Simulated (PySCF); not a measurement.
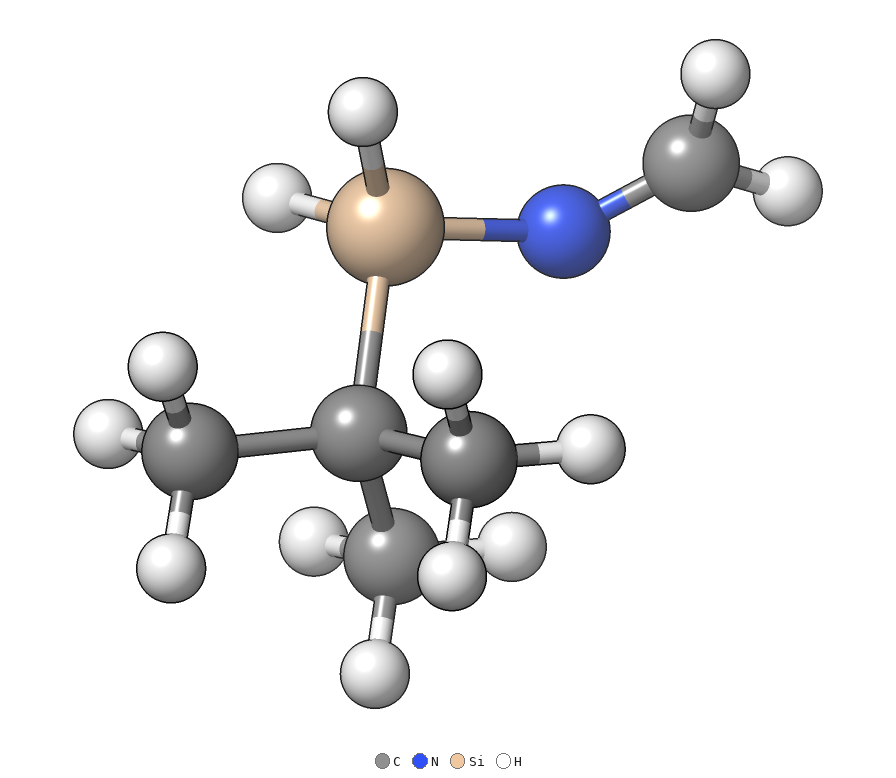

The computed structure is the end point of a GFN2-xTB optimisation. No frequency run is at hand to confirm it as a minimum. Properties computed with PBE0/pcSseg-1, gas phase (PySCF 2.14.0).

Question: What is the dipole moment?

Answer: 1.30 D.

Question: What is the HOMO–LUMO gap?

Answer: 6.13 eV.

Question: Estimate the HOMO energy (Kohn–Sham orbital).

Answer: −6.90 eV.

The geometry is semi-empirical. Around Si such bond lengths and angles can be off by a tenth of an ångström or more and by several degrees, and values that hang on the shape move with them.
